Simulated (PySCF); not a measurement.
```xyz
2

Mo    0.0000    0.0000   -1.0903
Br    0.0000    0.0000    1.3527
```

Core potentials replace the inner electrons of Mo.

All numbers below come from PySCF, PBE0/def2-TZVPP, non-relativistic Hamiltonian with scalar-relativistic core potentials where named, at a bond length of 2.443 Å.

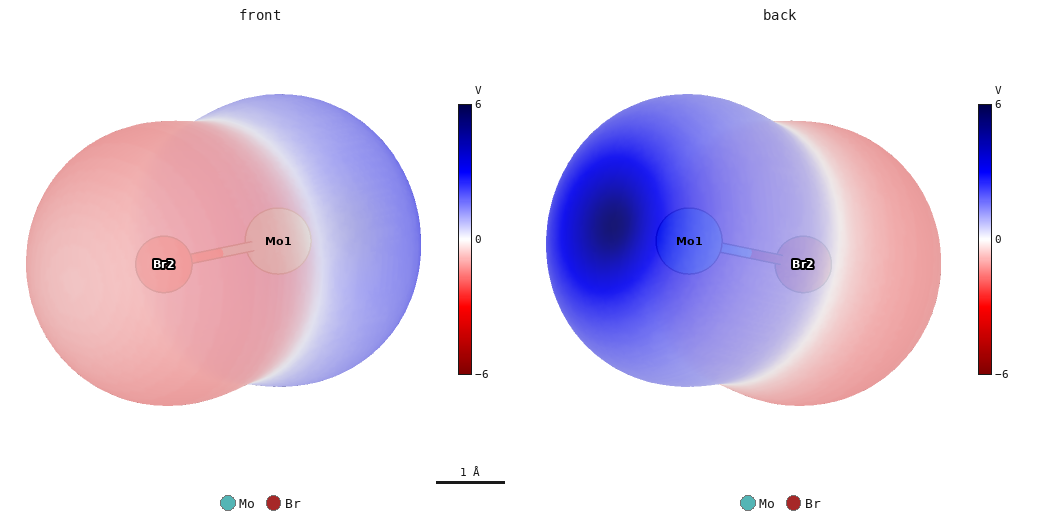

MoBr (sextet). The electrostatic potential painted on the density surface at 0.002 e/bohr³, seen from the front and from behind; red is negative and blue positive.

Describe the electrostatic potential map.

The most negative region (about −1.0 V, or −23 kcal/mol for a unit charge) lies over Br2, the most positive (about +5.1 V, or +118 kcal/mol for a unit charge) over Mo1.
